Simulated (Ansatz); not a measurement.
**Converging the k-point mesh: LuAu (P4mm, 2 atoms in the cell)**

```xyz
2
Lattice="3.5141 0.0000 0.0000 0.0000 3.5141 0.0000 0.0000 0.0000 3.5141" Properties=species:S:1:pos:R:3 pbc="T T T"
Lu     1.7571     1.7571     1.8071
Au     0.0000     0.0000     0.0000
```

Method: PBEsol, default PAW files made with PBE (plane waves; Ansatz, a program for electronic structure).

Base settings: basis.ecutwfc = 420 eV; kpoints.mp_grid.grid = 9 9 9; hamiltonian.xc = pbesol; hamiltonian.pseudopotentials = {kind: paw} (the program's default PAW files); scf.occupations.method = fermi_dirac; scf.occupations.width = 0.1 eV.

The second cell is the first with its lattice scaled by 0.98.

Only quantities that move along the ladder and can be compared are tabulated.

The count of work is k-points × plane waves × bands × iterations; it is no time. 

The starting cell comes from a database of computed structures (which also holds hypothetical and non-ambient phases and stackings), without a prior relaxation at this level. Its lattice was rescaled by up to half a per cent. One atom was moved a little off its site on purpose. In the base run, with a pressure of about -3 GPa the cell is away from its equilibrium volume at this level. Ansatz's pressure includes its estimate of the finite-basis (Pulay) stress.

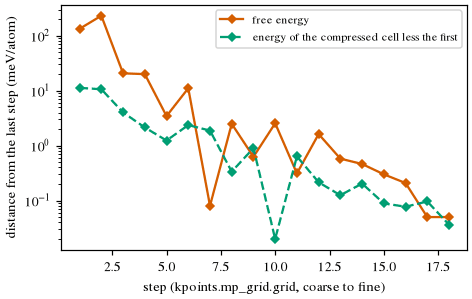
*Distance from the last step along the ladder; very small values are drawn at a floor.*

| kpoints.mp_grid.grid | free energy less the last step's (meV/atom) | energy of the compressed cell less the first (meV/atom) | pressure (GPa) | largest difference of a force vector from the last step's (eV/Å) | count of work / last |
|---|---|---|---|---|---|
| 2 2 2 | 133.85 | 11.35 | -1.59 | 0.107 | 0.0032 |
| 3 3 3 | 231.88 | 10.72 | -1.73 | 0.004 | 0.0032 |
| 4 4 4 | 20.69 | -3.93 | -3.33 | 0.005 | 0.0083 |
| 5 5 5 | -20.05 | -2.05 | -3.35 | 0.003 | 0.0083 |
| 6 6 6 | 3.45 | 1.33 | -2.90 | 0.001 | 0.018 |
| 7 7 7 | 11.07 | 2.46 | -2.76 | 0.006 | 0.018 |
| 8 8 8 | 0.08 | -1.79 | -3.28 | 0.002 | 0.034 |
| 9 9 9 | -2.50 | 0.43 | -3.04 | 0.001 | 0.034 |
| 10 10 10 | -0.63 | 0.99 | -2.95 | 0.001 | 0.058 |
| 11 11 11 | 2.55 | 0.09 | -3.05 | 0.002 | 0.058 |
| 12 12 12 | 0.31 | -0.55 | -3.13 | 0.002 | 0.090 |
| 13 13 13 | -1.62 | 0.30 | -3.05 | 0.000 | 0.090 |
| 17 17 17 | -0.58 | 0.21 | -3.05 | 0.000 | 0.19 |
| 18 18 18 | 0.46 | 0.29 | -3.03 | 0.001 | 0.25 |
| 20 20 20 | -0.30 | 0.00 | -3.08 | 0.000 | 0.33 |
| 22 22 22 | 0.21 | 0.17 | -3.05 | 0.000 | 0.43 |
| 25 25 25 | 0.01 | 0.19 | -3.05 | 0.000 | 0.54 |
| 28 28 28 | -0.04 | 0.13 | -3.06 | 0.000 | 0.83 |
| 31 31 31 | 0.00 | 0.09 | -3.06 | 0.000 | 1.0 |

Coarsest kpoints.mp_grid.grid that holds the energy of the compressed cell less the first within 0.5 meV/atom of the last step, with all finer ones: 13 13 13, at 0.090 of the last step's count of work; the step before is off by 0.64 meV/atom.

Coarsest kpoints.mp_grid.grid that holds the forces within 0.01 eV/Å of the last step, with all finer ones: 3 3 3, at 0.0032 of the last step's count of work; the step before is off by 0.11 eV/Å.

Coarsest kpoints.mp_grid.grid that holds the pressure within 0.1 GPa of the last step, with all finer ones: 11 11 11, at 0.058 of the last step's count of work; the step before is off by 0.11 GPa.

The energy difference between the two cells stays within 1 meV/atom of the last step's from 9 9 9 on, the total only from 17 17 17 on: much of the error is common to both cells and cancels.

Keys are those of Ansatz 0.2.
